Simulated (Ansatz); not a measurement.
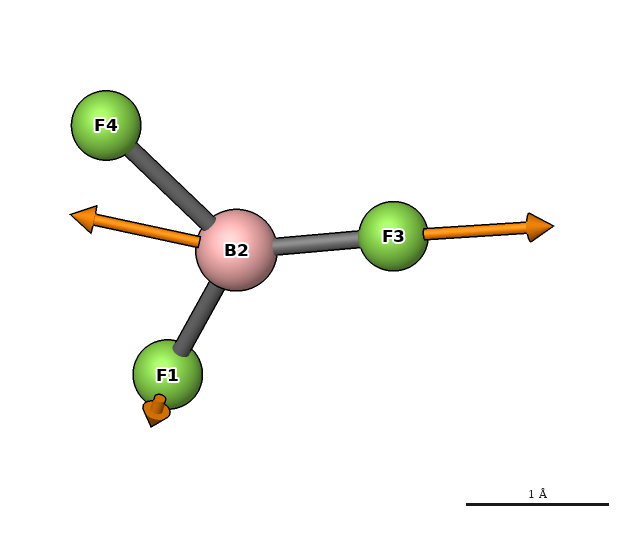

Arrows show the forces on the atoms, 0.09 Å of arrow for 1 eV/Å; forces under a tenth of the largest aren't drawn. Level of theory: r2SCAN-D4/def2-TZVPP (Ansatz 0.2.0).

Question: Which bond do the forces act along most?

Answer: B2–F3, now 1.167 Å: the forces push its atoms apart, so a first step downhill lengthens it.

List the force components in the frame of the picture (x right, y up, z towards the viewer), in eV/Å.

| atom | Fx | Fy | Fz |
| --- | --- | --- | --- |
| F1 | −0.75 | −2.36 | −2.06 |
| B2 | −10.29 | 2.21 | −0.36 |
| F3 | 10.28 | 0.66 | 2.77 |
| F4 | 0.77 | −0.51 | −0.35 |
